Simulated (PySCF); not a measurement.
**One shape, several levels: SiO2 (silicon dioxide molecule)**

Wanted: a comparison of 6 runs (M06-2X/STO-3G, PBE0/STO-3G, UPBE0/STO-3G, wB97X-V/STO-3G, CCSDT/STO-3G, CCSDTQ/STO-3G) of SiO2 (silicon dioxide molecule). Input form: a Python script.

The calculation is run with PySCF 2.14.0.

6 further runs of the same task are left out: 2 that didn't finish, 4 set aside as unsound or not needed.

### Step 1. The structure to begin with

SiO2 has 3 atoms, charge 0, and is taken as a singlet. As SMILES, `O=[Si]=O`. One bond was lengthened or shortened from a relaxed shape.

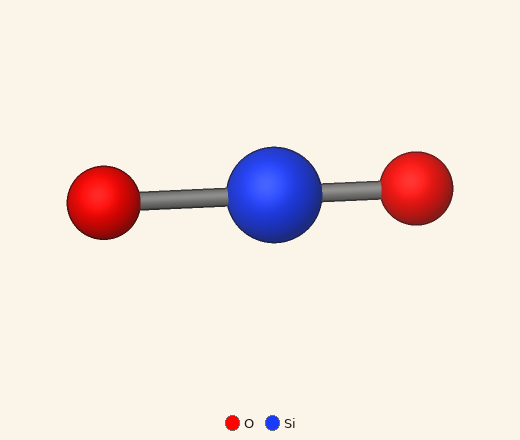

The structure, seen from a chosen angle (oxygen red, silicon blue).

### Step 2. The energy at M06-2X/STO-3G (run 1)

run.py reads:

```python
from pyscf import gto, dft

mol = gto.M(
    atom=[
    ('O', (0.837262, 1.475493, 0.622500)),
    ('Si', (-0.000010, 0.000000, -0.000000)),
    ('O', (-0.697730, -1.229610, -0.518760)),
],
    spin=0,
    basis='sto-3g',
    verbose=3,
    max_memory=1860,
)

mf = dft.RKS(mol, xc='m06-2x')
mf.conv_tol = 1e-10
mf.grids.level = 5
mf.kernel()
if not mf.converged:
    mf = mf.newton().run(mf.mo_coeff, mf.mo_occ)

e_tot = mf.e_tot
print('Final energy', e_tot)
```

On the command line:

```console
$ OMP_NUM_THREADS=1 python run.py
```

Log:

```text
converged SCF energy = -434.351241580886
Final energy -434.3512415808857
```

Wall time 1.9 s (1 thread of AMD EPYC 9R45 (Zen 5), shared host); peak memory 0.2 GiB.

### Step 3. The energy at PBE0/STO-3G (run 2)

job.py reads:

```python
from pyscf import gto, dft

mol = gto.M(
    atom=[
    ('O', (0.837262, 1.475493, 0.622500)),
    ('Si', (-0.000010, 0.000000, -0.000000)),
    ('O', (-0.697730, -1.229610, -0.518760)),
],
    charge=0,
    basis='sto-3g',
    max_memory=1860,
    spin=0,
    verbose=4,
)

calc0 = dft.RKS(mol)
calc0.xc = 'pbe0'
calc0.conv_tol = 1e-10
calc0.grids.level = 5
calc0.kernel()
if not calc0.converged:
    calc0 = calc0.newton().run(calc0.mo_coeff, calc0.mo_occ)

energy = calc0.e_tot
print('Final energy', energy)
```

On the command line:

```console
$ OMP_NUM_THREADS=1 python job.py
```

Log:

```text
PySCF version 2.14.0

[INPUT] num. atoms = 3
[INPUT] num. electrons = 30
[INPUT] charge = 0
[INPUT] spin (= nelec alpha-beta = 2S) = 0
[INPUT] symmetry False subgroup None
[INPUT] Mole.unit = angstrom
[INPUT] Symbol           X                Y                Z      unit          X                Y                Z       unit  Magmom
[INPUT]  1 O      0.837262000000   1.475493000000   0.622500000000 AA    1.582195874506   2.788277668713   1.176354512542 Bohr   0.0
[INPUT]  2 Si    -0.000010000000   0.000000000000   0.000000000000 AA   -0.000018897261   0.000000000000   0.000000000000 Bohr   0.0
[INPUT]  3 O     -0.697730000000  -1.229610000000  -0.518760000000 AA   -1.318518608893  -2.323626140026  -0.980314324379 Bohr   0.0

[... 61 lines left out ...]
converged SCF energy = -434.104958227393
Final energy -434.10495822739347
```

It took 1.3 s on 1 thread of AMD EPYC 9R45 (Zen 5), shared host; peak memory 0.19 GiB.

Runs 3 to 5 aren't shown in full; the table further down has their settings and results.

### Step 4. The energy at CCSDTQ/STO-3G (run 6)

run.py reads:

```python
from pyscf import gto, scf, cc

mol = gto.Mole()
mol.atom = '''
O      1.582196     2.788278     1.176355
Si    -0.000019     0.000000     0.000000
O     -1.318519    -2.323626    -0.980314
'''
mol.basis = 'sto-3g'
mol.unit = 'bohr'
mol.verbose = 4
mol.max_memory = 1860
mol.build()

mf = scf.RHF(mol)
mf.conv_tol = 1e-10
mf.kernel()
if not mf.converged:
    mf = mf.newton().run(mf.mo_coeff, mf.mo_occ)

mycc = cc.CCSDTQ(mf, frozen=7)
mycc.kernel()
energy = mycc.e_tot
print(f'total energy: {energy:.8f} hartree')
```

On the command line:

```console
$ OMP_NUM_THREADS=1 python run.py
```

Log:

```text
PySCF version 2.14.0

[INPUT] num. atoms = 3
[INPUT] num. electrons = 30
[INPUT] charge = 0
[INPUT] spin (= nelec alpha-beta = 2S) = 0
[INPUT] symmetry False subgroup None
[INPUT] Mole.unit = bohr
[INPUT] Symbol           X                Y                Z      unit          X                Y                Z       unit  Magmom
[INPUT]  1 O      0.837262066409   1.475493175310   0.622500257952 AA    1.582196000000   2.788278000000   1.176355000000 Bohr   0.0
[INPUT]  2 Si    -0.000010054367   0.000000000000   0.000000000000 AA   -0.000019000000   0.000000000000   0.000000000000 Bohr   0.0
[INPUT]  3 O     -0.697730206965  -1.229609925901  -0.518759828346 AA   -1.318519000000  -2.323626000000  -0.980314000000 Bohr   0.0

[... 48 lines left out ...]
converged SCF energy = -433.114375240873
[... 22 lines left out ...]
Init t2, MP2 energy = -433.298625445575  E_corr(MP2) -0.184250204703
[... 30 lines left out ...]
RCCSDTQ converged
[... 3 lines left out ...]
total energy: -433.34517797 hartree
```

Wall time 8.7 s (1 thread of AMD EPYC 9R45 (Zen 5), shared host); peak memory 0.12 GiB.

### Step 5. Overview of the runs

```
run           level  follow instability  nlc grid  energy (Eh)  dipole moment (D) of the reference  HOMO energy (eV)  LUMO energy (eV)  wall time
  1   M06-2X/STO-3G                   –         –  -434.351242                                0.52             -4.73              3.42      1.9 s
  2     PBE0/STO-3G                   –         –  -434.104958                                0.45             -3.31              1.98      1.3 s
  3    UPBE0/STO-3G                 yes         –  -434.104958                                0.45             -3.31              1.98      3.6 s
  4  wB97X-V/STO-3G                   –         1  -434.262020                                0.51             -5.42              4.56        9 s
  5    CCSDT/STO-3G                   –         –  -433.343154                                0.37             -7.80              7.00     0.66 s
  6   CCSDTQ/STO-3G                   –         –  -433.345178                                0.37             -7.80              7.00      8.7 s
```

### Step 6. Summary of results

| quantity | value |
| --- | --- |
| run 6: total energy | -433.34518 Eh |
| run 6: dipole moment (Hartree–Fock density) | 0.37 D |
| run 6: HOMO energy (Hartree–Fock orbitals) | -7.80 eV |
| run 6: LUMO energy (Hartree–Fock orbitals) | 7.00 eV |
| run 6: HOMO–LUMO gap (Hartree–Fock orbitals) | 14.80 eV |
| run 6: correlation energy (7 core orbitals frozen) | -230.8 mEh |
| run 6: T1 diagnostic | 0.065 |

In words: Over runs 1, 2, 3, 4 the dipole moment (its size) runs from 0.45 D (PBE0/STO-3G) to 0.52 D (M06-2X/STO-3G). Over runs 1, 2, 3, 4 the HOMO–LUMO gap runs from 5.28 eV (UPBE0/STO-3G) to 9.98 eV (wB97X-V/STO-3G). Totals of different functionals can't be ranked against each other. In runs 1, 2, 3, 4, 5, 6 the basis is minimal, so the values are rough. All runs together took 25 s, the longest 9 s.
